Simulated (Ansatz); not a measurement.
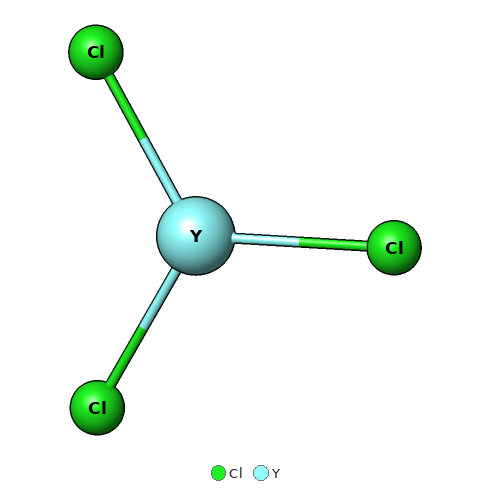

Charge 0, singlet. The geometry was computed by an optimisation with PBE0-D4/def2-TZVP. No frequency run is at hand to confirm it as a minimum.

> What is the coordination number of the metal, and which atoms bind to it?

Y binds 3 atoms: 3 Cl at 2.43 Å. The arrangement is trigonal planar.

> What are the formal oxidation state of the metal and its number of d electrons?

Y(III), d⁰, counting the ligands as closed-shell ions or neutral donors.
